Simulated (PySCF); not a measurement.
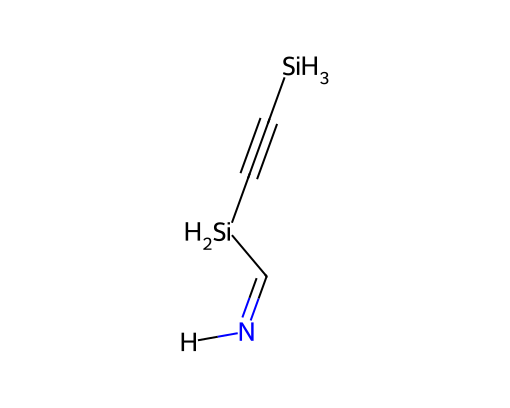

A structural formula.

**Write the SMILES.**

[H]/N=C\[SiH2]C#C[SiH3]

**What is the molecular formula?**

C3H7NSi2.

More results for the same structure follow; atom numbers are the same in all pictures, views and colours differ. The computed structure is the end point of a PBE0-D3(BJ)/def2-SVP optimisation. No frequency run is at hand to confirm it as a minimum.

### Charges

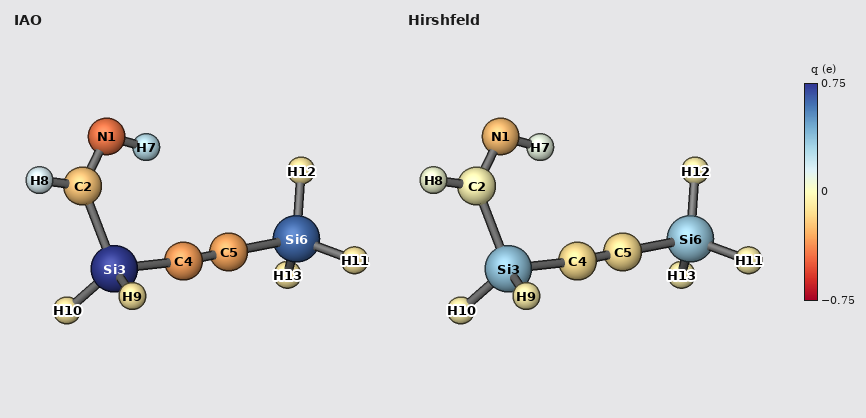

Atomic charges of one calculation by 2 schemes, on one colour scale. No frequency run is at hand to confirm it as a minimum. Level of theory: PBE0/pcSseg-1 in acetone (IEF-PCM) (PySCF 2.14.0).

**Which scheme gives the most polar picture (largest mean size of the charges)?**

The IAO charges are the largest in size here.

**On which atom do the schemes disagree most?**

On Si3 (from 0.36 to 0.73 e).

List the charges (e), one line for each set of equivalent atoms. Atoms whose distances differ by more than 0.02 Å in this geometry are listed apart.

| atom | IAO | Hirshfeld |
| --- | --- | --- |
| N1 | −0.42 | −0.24 |
| C2 | −0.22 | −0.03 |
| Si3 | 0.73 | 0.36 |
| C4 | −0.33 | −0.15 |
| C5 | −0.31 | −0.14 |
| Si6 | 0.62 | 0.35 |
| H7 | 0.25 | 0.10 |
| H8 | 0.16 | 0.06 |
| H9 | −0.10 | −0.06 |
| H10 | −0.10 | −0.06 |
| H11 | −0.10 | −0.06 |
| H12 | −0.10 | −0.06 |
| H13 | −0.10 | −0.06 |

### Dipole moment

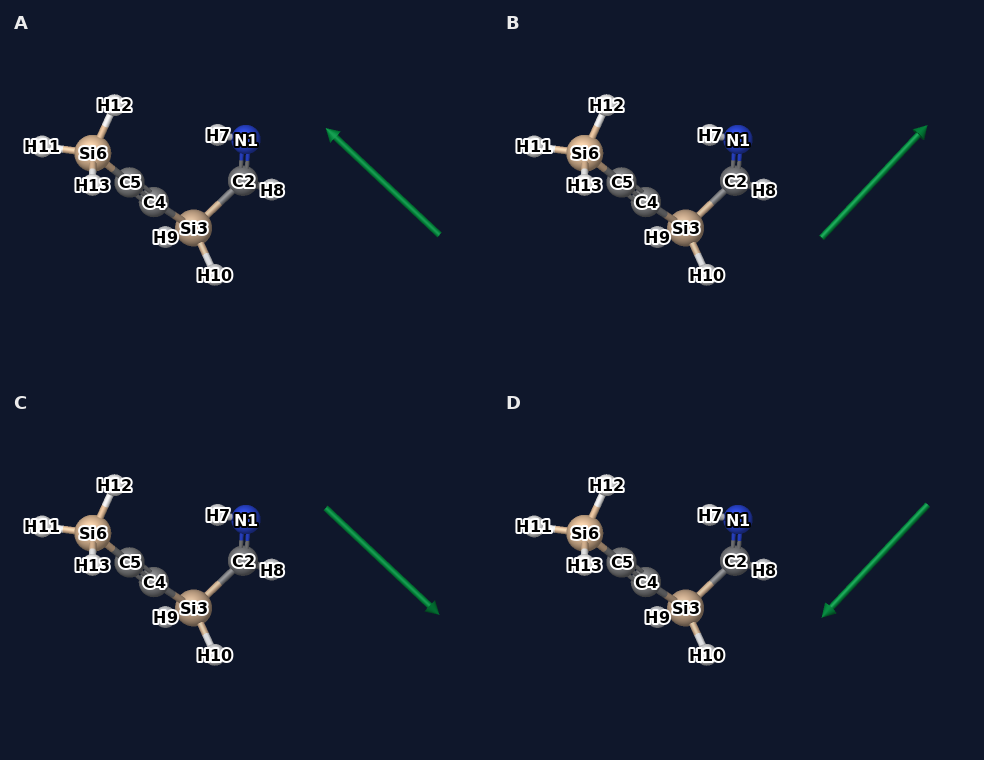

The same molecule four times, each with an arrow. No frequency run is at hand to confirm it as a minimum. Properties computed with BHandHLYP/aug-pcX-1 (pcseg-1 on H) (def2-SVPD on Si), gas phase (PySCF 2.14.0).

**Which arrow points along the dipole moment, from the negative to the positive end?**

D. The dipole moment is 1.94 D; it points from the side of N1 to the side of H11, H13 (the outermost atoms at the two ends).

### Polarisability

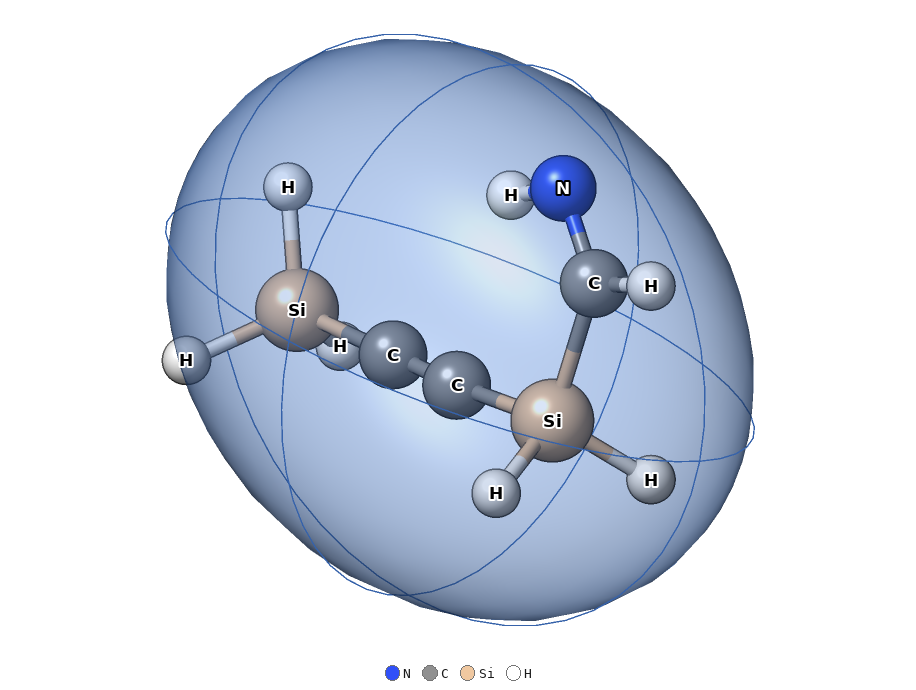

The ellipsoid shows the static dipole polarisability: its half-axes are proportional to the principal values. No frequency run is at hand to confirm it as a minimum. Computed with B3LYP/def2-SVPD in acetone (IEF-PCM) (PySCF 2.14.0).

**Give the principal values, the mean and the anisotropy.**

Principal values 98.7, 124.8, 171.8 bohr³; mean 131.8 bohr³ (19.53 Å³); anisotropy 64.1 bohr³, so the longest axis is 1.74 times the shortest.
